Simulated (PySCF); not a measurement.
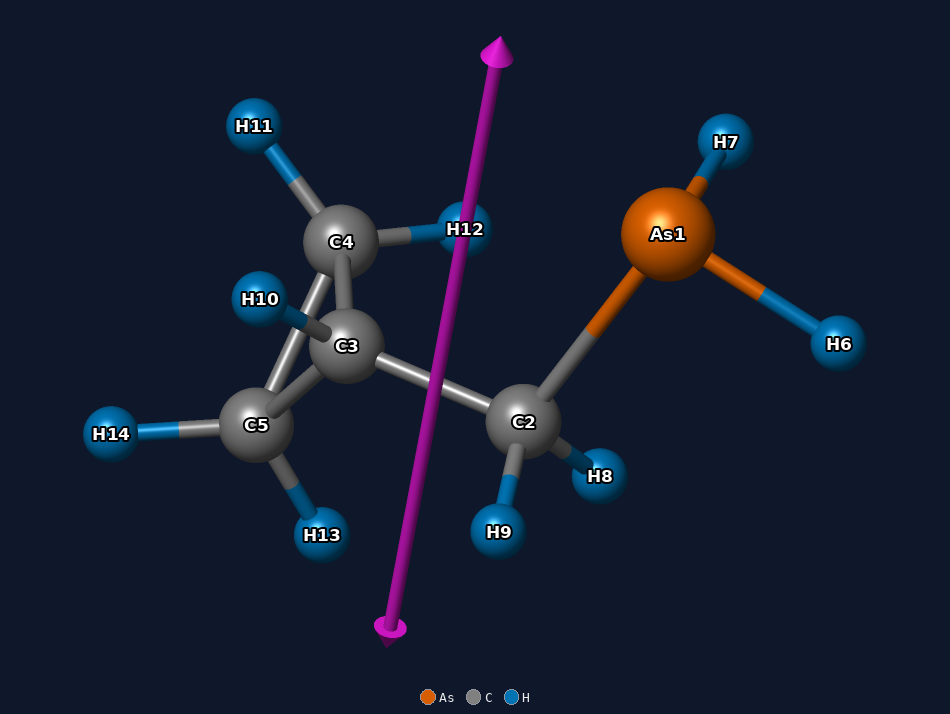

The double arrow shows the direction of the transition dipole to excited singlet state 3 (its length means nothing). The geometry was computed by an optimisation with GFN2-xTB. No frequency run is at hand to confirm it as a minimum. Level of theory: TDDFT CAM-B3LYP/def2-SVPD, vertical, gas phase, core orbitals frozen in the response (PySCF 2.14.0).

Question: Where does the transition lie, and how strong is it?

Answer: 7.03 eV (176 nm), oscillator strength 0.15, of mixed character, with the largest part HOMO → LUMO+1 (weight 0.43); transition dipole 2.39 D.

The geometry is semi-empirical. Around As such bond lengths and angles can be off by a tenth of an ångström or more and by several degrees, and values that hang on the shape move with them.
